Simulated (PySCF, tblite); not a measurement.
# C4H8N2PSi radical: geometry, infrared bands and EPR parameters

Wanted: the infrared bands and EPR parameters of C4H8N2PSi radical (`C=NC1=[C]C[Si@]1(N)P`), by calculation.

Programs: tblite 0.8.0 and PySCF 2.14.0, with density-fitted response routines of our own. Each step states its level of theory. These are calculated values for one molecule in the gas phase, unless marked as measured. Atoms are numbered from 0 throughout.

## Step 1: Starting geometry

16 atoms, charge 0, multiplicity 2; geometry from: force field or distance geometry start.

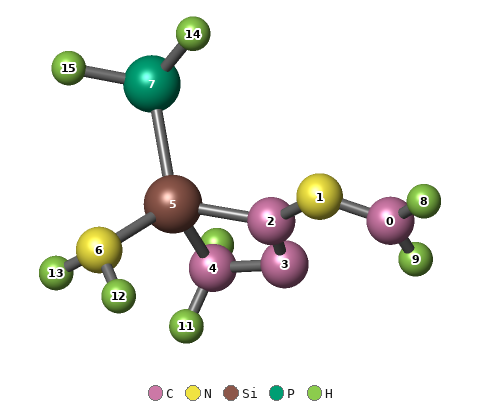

The starting geometry (carbon pink, nitrogen yellow, silicon brown, phosphorus teal, hydrogen green), atoms numbered.

## Step 2: Geometry optimisation with GFN2-xTB

Job settings and geometry (Å):

```
{"job": {"kind": "relax", "xc": "GFN2-xTB", "basis": "xTB"}, "charge": 0, "multiplicity": 2}
C      3.210800    -0.335500     0.282000
N      2.103800     0.286300     0.573300
C      0.840100    -0.226300     0.132000
C      0.530800    -1.249300    -0.599700
C     -0.921800    -1.253200    -0.712700
Si    -0.894200     0.259100     0.292300
N     -1.667500     0.007000     1.867400
P     -1.331400     2.163500    -0.697700
H      4.128600     0.085400     0.649500
H      3.224000    -1.244900    -0.310500
H     -1.308000    -1.164100    -1.762800
H     -1.396500    -2.117700    -0.197200
H     -1.150000    -0.662800     2.494000
H     -2.635100    -0.378100     1.781700
H     -0.215400     3.084000    -0.477700
H     -2.525800     2.755400    -0.057600
```

Command:

```bash
OMP_NUM_THREADS=1 python probes_run.py task.json out
```

The driver reads the jobs from task.json and runs them one after another.

Standard output:

```text
step      E/eV     max force
  0    -612.63406    6.088
  1    -613.29065    2.261
  2    -613.46397    1.258
  3    -613.59286    1.519
  4    -613.70839    0.973
  5    -613.78535    0.596
  6    -613.80297    0.379
  7    -613.81577    0.282
  8    -613.82488    0.235
  9    -613.83178    0.193
 10    -613.83635    0.157
 11    -613.84057    0.220
 12    -613.84699    0.301
 13    -613.85566    0.301
 14    -613.86459    0.240
 15    -613.87294    0.207
 16    -613.88120    0.200
 17    -613.88790    0.209
 18    -613.89292    0.153
 19    -613.89695    0.155
 20    -613.90060    0.199
 21    -613.90487    0.206
 22    -613.90998    0.175
 23    -613.91501    0.186
 24    -613.91895    0.126
 25    -613.92139    0.103
 26    -613.92298    0.101
 27    -613.92405    0.062
 28    -613.92459    0.044
 29    -613.92490    0.049
 30    -613.92521    0.049
 31    -613.92558    0.046
 32    -613.92603    0.058
 33    -613.92652    0.056
 34    -613.92707    0.064
 35    -613.92771    0.068
 36    -613.92853    0.083
 37    -613.92962    0.093
 38    -613.93096    0.099
 39    -613.93222    0.112
 40    -613.93323    0.136
 41    -613.93409    0.103
 42    -613.93522    0.082
 43    -613.93645    0.105
 44    -613.93752    0.098
 45    -613.93830    0.072
 46    -613.93885    0.062
 47    -613.93938    0.083
 48    -613.94012    0.084
 49    -613.94116    0.041
 50    -613.94146    0.042
 51    -613.94174    0.034
 52    -613.94191    0.029
 53    -613.94203    0.036
 54    -613.94211    0.035
 55    -613.94221    0.037
 56    -613.94234    0.031
 57    -613.94253    0.037
 58    -613.94272    0.033
 59    -613.94287    0.037
 60    -613.94299    0.032
 61    -613.94313    0.030
 62    -613.94331    0.040
 63    -613.94350    0.039
 64    -613.94367    0.029
 65    -613.94384    0.034
 66    -613.94402    0.027
 67    -613.94419    0.027
 68    -613.94433    0.038
 69    -613.94443    0.022
 70    -613.94450    0.024
 71    -613.94454    0.022
 72    -613.94460    0.026
 73    -613.94468    0.034
 74    -613.94479    0.028
 75    -613.94488    0.025
 76    -613.94492    0.013
 77    -613.94495    0.015
 78    -613.94500    0.020
 79    -613.94509    0.032
 80    -613.94525    0.045
 81    -613.94545    0.044
 82    -613.94565    0.037
 83    -613.94583    0.038
 84    -613.94603    0.040
 85    -613.94624    0.040
 86    -613.94638    0.033
 87    -613.94645    0.017
 88    -613.94649    0.013
 89    -613.94654    0.019
 90    -613.94665    0.029
 91    -613.94685    0.037
 92    -613.94714    0.044
 93    -613.94749    0.053
 94    -613.94788    0.059
 95    -613.94843    0.058
 96    -613.94860    0.174
 97    -613.95007    0.119
 98    -613.95120    0.085
 99    -613.95127    0.296
100    -613.95331    0.105
101    -613.95447    0.069
102    -613.95540    0.107
103    -613.95620    0.132
104    -613.95742    0.108
105    -613.95830    0.072
106    -613.95890    0.085
107    -613.95953    0.130
108    -613.96035    0.117
109    -613.96091    0.049
110    -613.96120    0.041
111    -613.96141    0.050
112    -613.96154    0.071
113    -613.96169    0.036
114    -613.96187    0.025
115    -613.96215    0.045
116    -613.96264    0.071
117    -613.96342    0.084
118    -613.96450    0.076
119    -613.96559    0.076
120    -613.96636    0.074
121    -613.96673    0.065
122    -613.96686    0.070
123    -613.96726    0.037
124    -613.96744    0.029
125    -613.96771    0.033
126    -613.96788    0.038
127    -613.96818    0.046
128    -613.96853    0.050
129    -613.96896    0.041
130    -613.96927    0.032
131    -613.96944    0.032
132    -613.96960    0.031
133    -613.96980    0.032
134    -613.97003    0.035
135    -613.97026    0.035
136    -613.97050    0.040
137    -613.97081    0.042
138    -613.97117    0.057
139    -613.97177    0.069
140    -613.97268    0.080
141    -613.97412    0.093
142    -613.97516    0.085
143    -613.97568    0.249
144    -613.97341    0.233
145    -613.97766    0.063
146    -613.97804    0.076
147    -613.97896    0.094
148    -613.97946    0.076
149    -613.97992    0.058
150    -613.98033    0.038
151    -613.98074    0.054
152    -613.98133    0.062
153    -613.98199    0.069
154    -613.98266    0.057
155    -613.98290    0.063
156    -613.98313    0.036
157    -613.98326    0.048
158    -613.98338    0.041
159    -613.98351    0.020
160    -613.98355    0.019
161    -613.98360    0.015
162    -613.98362    0.013
163    -613.98365    0.012
164    -613.98366    0.012
165    -613.98369    0.011
166    -613.98372    0.014
167    -613.98379    0.021
168    -613.98389    0.028
169    -613.98403    0.044
170    -613.98417    0.036
171    -613.98436    0.031
172    -613.98453    0.024
173    -613.98466    0.030
174    -613.98475    0.025
175    -613.98482    0.018
176    -613.98486    0.018
177    -613.98489    0.013
178    -613.98492    0.010
179    -613.98494    0.010
```

Run time: 1.6 s. Hardware: 1 thread of Arm Neoverse V1, shared host.

Step by step: (not every step is listed)

```
step  energy from step 0 (eV)  largest force (eV/Å)
   0                   0.0000                6.0880
   1                  -0.6566                2.2607
   2                  -0.8299                1.2577
   3                  -0.9588                1.5194
   4                  -1.0743                0.9733
   5                  -1.1513                0.5957
   6                  -1.1689                0.3789
   7                  -1.1817                0.2820
   8                  -1.1908                0.2348
  24                  -1.2849                0.1261
  40                  -1.2992                0.1364
  56                  -1.3083                0.0309
  72                  -1.3105                0.0257
  88                  -1.3124                0.0130
 104                  -1.3234                0.1081
 120                  -1.3323                0.0737
 136                  -1.3364                0.0400
 152                  -1.3473                0.0624
 168                  -1.3498                0.0279
 174                  -1.3507                0.0254
 175                  -1.3508                0.0175
 176                  -1.3508                0.0177
 177                  -1.3508                0.0126
 178                  -1.3509                0.0102
 179                  -1.3509                0.0095
```

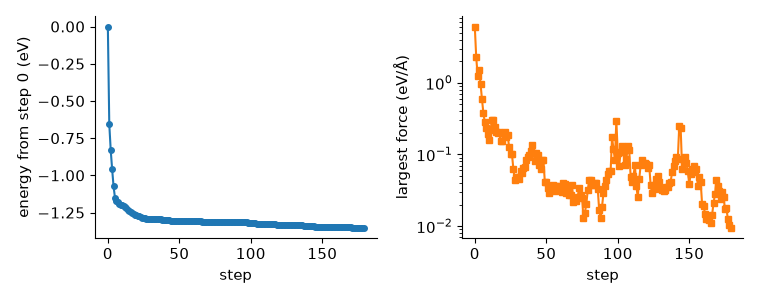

Energy and force, step by step.

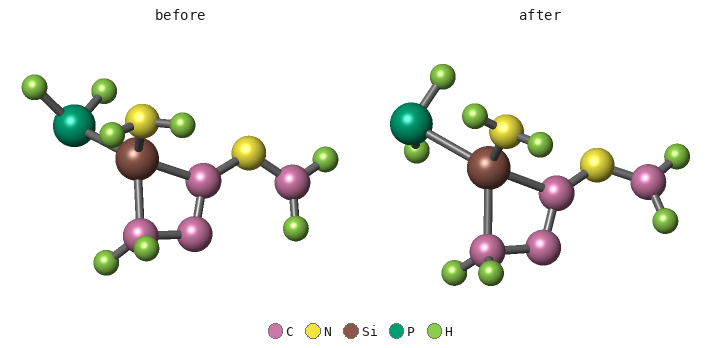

The geometry before (left) and after (right).

Distances of close pairs at the start and the end, largest changes first:

```csv
bond,before (Å),after (Å),change (Å)
C2–Si5,1.808,1.947,+0.139
C4–Si5,1.816,1.950,+0.134
P7–H15,1.479,1.382,-0.096
N1–C2,1.433,1.347,-0.086
P7–H14,1.463,1.384,-0.079
Si5–P7,2.190,2.254,+0.063
Si5–N6,1.773,1.724,-0.049
N6–H12,1.053,1.007,-0.046
```

The end geometry stands in the next job.

## Step 3: Infrared spectrum with GFN2-xTB

Job settings and geometry (Å):

```
{"job": {"kind": "ir", "xc": "GFN2-xTB", "basis": "xTB"}, "charge": 0, "multiplicity": 2}
C      3.136002    -0.300047     0.571942
N      2.061462     0.341245     0.406347
C      0.902777    -0.206532    -0.008356
C      0.523684    -1.190136    -0.820774
C     -0.952569    -1.205836    -0.995297
Si    -0.964139     0.250980     0.300734
N     -1.442635    -0.079364     1.923597
P     -1.996733     2.153373    -0.327460
H      4.013856     0.245802     0.885651
H      3.234594    -1.376618     0.416677
H     -1.260596    -0.975321    -2.013123
H     -1.405977    -2.152694    -0.708869
H     -1.089855    -0.897111     2.393467
H     -2.387987     0.120657     2.206890
H     -1.193652     2.336007    -1.439799
H     -1.185830     2.944537     0.464445
```

Standard output:

```text
mode    cm-1     km/mol
  1      55.4      0.71
  2      61.8      0.62
  3      73.3     12.20
  4      95.1      8.36
  5     141.9      2.74
  6     149.5      3.33
  7     171.3     10.16
  8     190.7     13.29
  9     230.9      4.94
 10     307.5      9.10
 11     366.2      6.04
 12     408.9      1.65
 13     448.4    183.84
 14     537.3     91.83
 15     589.5      3.43
 16     662.7      4.95
 17     684.2      1.59
 18     693.7     38.17
 19     711.5      5.39
 20     736.4      9.62
 21     792.5    106.42
 22     899.0    154.22
 23     927.3     11.32
 24     974.2     86.99
 25     999.3      3.46
 26    1091.4     46.90
 27    1113.1     15.94
 28    1136.3      9.07
 29    1156.3     50.88
 30    1407.1      3.80
 31    1448.4      6.73
 32    1485.8     53.79
 33    1563.9     88.85
 34    1665.0     12.18
 35    2313.9    117.04
 36    2393.9    116.96
 37    2912.5     76.95
 38    2984.1     38.82
 39    2999.2     43.53
 40    3066.3     25.76
 41    3461.7      7.74
 42    3506.4      0.11
```

Wall time 0.72 s (1 thread of Arm Neoverse V1, shared host).

Which atoms move in the most intense modes:

| cm⁻¹ | km/mol | atoms |
| --- | --- | --- |
| 448 | 183.8 | H12 45 %, H13 30 %, N6 20 % |
| 537 | 91.8 | Si5 49 %, P7 11 %, C4 10 % |
| 792 | 106.4 | H12 37 %, H13 32 %, N6 12 %, Si5 10 % |
| 899 | 154.2 | N6 44 %, Si5 41 % |
| 974 | 87.0 | C3 29 %, C2 27 %, H10 13 % |
| 1564 | 88.8 | C2 58 %, C3 33 % |
| 2314 | 117.0 | H14 58 %, H15 40 % |
| 2394 | 117.0 | H15 57 %, H14 39 % |

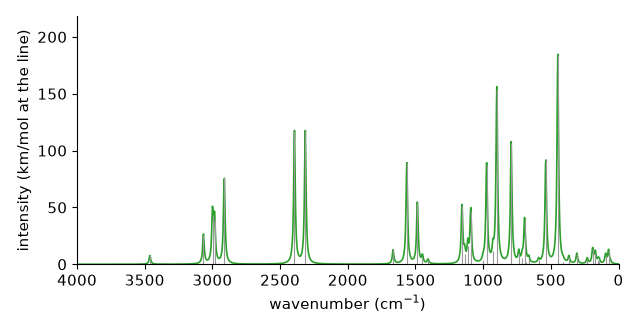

The infrared spectrum from these modes, unscaled. Lines are broadened to a width of 14 cm⁻¹ (Lorentzian).

## Step 4: g tensor and hyperfine couplings: B3LYP/pcH-1

The job, as its differences from that of step 3:

```diff
@@ -1,2 +1,2 @@
-{"job": {"kind": "ir", "xc": "GFN2-xTB", "basis": "xTB"}, "charge": 0, "multiplicity": 2}
+{"job": {"kind": "epr", "basis": "pcH-1"}, "charge": 0, "multiplicity": 2}
 C      3.136002    -0.300047     0.571942
```

Method: UKS B3LYP, pcH-1 on C H N P Si, non-relativistic, mean-field spin-orbit, GIAO.

Standard output:

```text
UKS, coarse grid
  cycle   1  E = -897.43747767  |g| = 4.37e-01
  cycle   2  E = -897.35763361  |g| = 5.99e-01
  cycle   3  E = -897.51948498  |g| = 1.02e-01
  cycle   4  E = -897.52335747  |g| = 5.54e-02
  cycle   5  E = -897.52475533  |g| = 1.51e-02
  cycle   6  E = -897.52487489  |g| = 7.11e-03
  cycle   7  E = -897.52491281  |g| = 4.11e-03
  cycle   8  E = -897.52492688  |g| = 2.02e-03
  cycle   9  E = -897.52493426  |g| = 1.04e-03
  cycle  10  E = -897.52493788  |g| = 5.40e-04
UKS, final grid
  cycle   1  E = -897.52494791  |g| = 5.54e-04
  cycle   2  E = -897.52494797  |g| = 8.77e-04
  cycle   3  E = -897.52494842  |g| = 2.37e-04
  cycle   4  E = -897.52494852  |g| = 1.93e-04
  cycle   5  E = -897.52494865  |g| = 1.04e-04
  cycle   6  E = -897.52494866  |g| = 2.97e-05
E = -897.52494866 Eh   <S^2> = 0.7590 (exact 0.7500)
g shifts (ppm)      1          2          3
  rmc          -171       -171       -171
  gc             -8         15          4
  oz_so       -2447        -21        176
  total       -2626       -178          8
hyperfine (MHz)  atom isotope    a_iso     a_fc   dipolar eigenvalues
    0   13C      -3.91      -3.92     -6.34      2.19      4.15
    1   14N      15.16      15.15     -1.43     -0.36      1.79
    2   13C     -11.32     -11.31    -19.99     -5.74     25.73
    3   13C     262.63     262.72    -69.18    -52.28    121.46
    4   13C      20.47      20.44     -8.75     -7.67     16.42
    5  29Si    -269.49    -269.59    -15.40      4.00     11.39
    6   14N       5.57       5.57     -0.82     -0.73      1.55
    7   31P      12.36      12.76    -32.60    -29.95     62.55
    8    1H       1.51       1.51     -1.43     -0.07      1.50
    9    1H       3.92       3.92     -3.36     -2.63      5.99
   10    1H      15.05      15.05     -6.71     -4.75     11.46
   11    1H       3.65       3.65     -6.72     -3.94     10.66
   12    1H      -0.90      -0.90     -2.21     -0.69      2.91
   13    1H       6.97       6.97     -1.62     -0.66      2.28
   14    1H       0.70       0.70     -2.47      0.21      2.26
   15    1H      -2.44      -2.45     -2.36      0.15      2.20
```

Wall time 2.4 min (1 thread of Arm Neoverse V1, shared host); peak memory 0.97 GiB.

Principal g values 1.99969, 2.00214, 2.00233; g(iso) = 2.00139, against 2.00232 for a free electron.

Mean a(iso) over the nuclei that a row names, and the largest dipolar term of the row (other rows stand at the frozen geometry):

```
  nuclei  isotope  a(iso) (MHz)  a(iso) (G, at g = 2.0023)  largest dipolar term (MHz)
     Si5     29Si        -269.5                      -96.2                       -15.4
      C3      13C         262.6                       93.7                       121.5
      C4      13C          20.5                        7.3                        16.4
      N1      14N          15.2                        5.4                         1.8
     H10       1H          15.1                        5.4                        11.5
      P7      31P          12.4                        4.4                        62.5
      C2      13C         -11.3                       -4.0                        25.7
      N6      14N           5.6                        2.0                         1.6
      H9       1H           3.9                        1.4                         6.0
      C0      13C          -3.9                       -1.4                        -6.3
     H11       1H           3.7                        1.3                        10.7
H12, H13       1H           3.0                        1.1                         2.9
      H8       1H           1.5                        0.5                         1.5
H14, H15       1H          -0.9                       -0.3                        -2.5
```

Mulliken spin populations:

C0 -0.02; N1 0.02; C2 -0.06; C3 0.81; C4 0.02; Si5 0.13; N6 0.01; P7 0.08; H8 0.00; H9 0.00; H10 0.00; H11 0.00; H12 0.00; H13 0.00; H14 0.00; H15 0.00

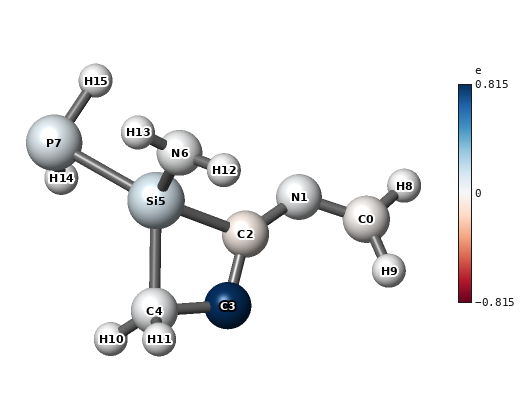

Mulliken spin populations, as colours on the atoms.

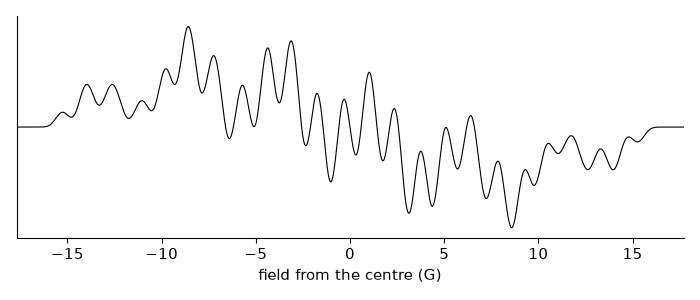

First-order isotropic spectrum (first derivative, main isotopes with spin only, couplings over 0.8 MHz, Gaussian width 0.3 G; couplings of the frozen geometry, rotation of groups not averaged beyond the rows shown).

Orbitals, density, ELF and potential are computed afterwards from the orbital file.

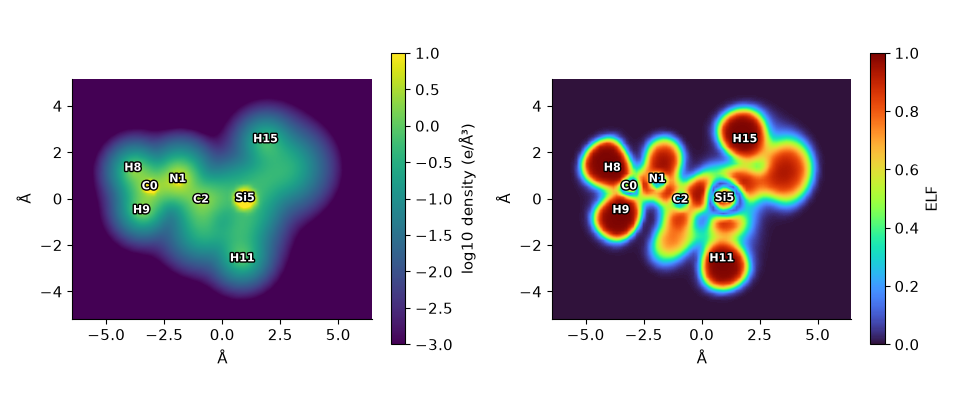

Density (left) and ELF (right) in a plane through or near 8 of the atoms.

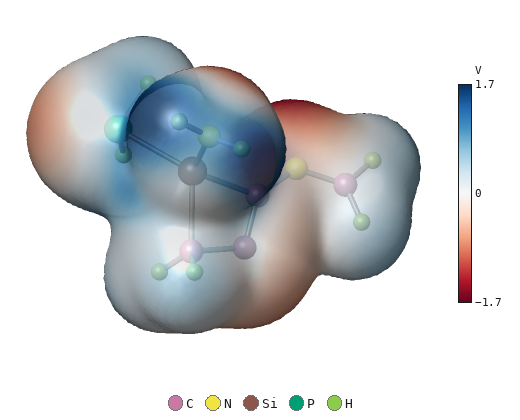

Electrostatic potential on the surface of density 0.002 e/bohr³; red is low, blue high. It runs from -1.53 V near N1 to 1.70 V near H13.

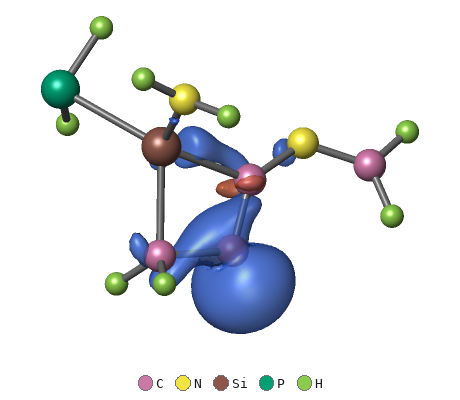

Spin density at ±0.04 e/Å³ (alpha excess blue, beta excess red).

## Step 5: Summary of results

| quantity | value |
| --- | --- |
| strongest single infrared mode (GFN2-xTB) | 448 cm⁻¹, 184 km/mol |
| zero-point energy (GFN2-xTB) | 68.1 kcal/mol |
| g(iso) (B3LYP) | 2.00139 |
| ⟨S²⟩ | 0.759 (exact 0.75) |
| largest a(iso) (averaged by class) | 29Si on Si5, -269.5 MHz |
| potential on the surface of density 0.002 e/bohr³, 1st and 99th percentile | -1.53 V and 1.70 V |

What this shows: Relaxing lowered the energy by 1.351 eV in 179 steps; the close pair that moved most is C2–Si5, from 1.808 to 1.947 Å. No mode is imaginary among the 42: a minimum at this level. The strongest single mode, at 448 cm⁻¹, moves mainly H12 and H13. GFN2-xTB is a fitted tight-binding method: band positions and strengths are rough. Its intensities can rank the bands wrongly. Most of the unpaired spin sits on C3 (0.81 e). The isotropic g lies 0.9 ppt below the free-electron value. The conformer search (at its own cheap level) found a structure 24.8 kcal/mol lower, too far down for a turn about a bond: it may have other bonds, so these spectra needn't be the molecule's.
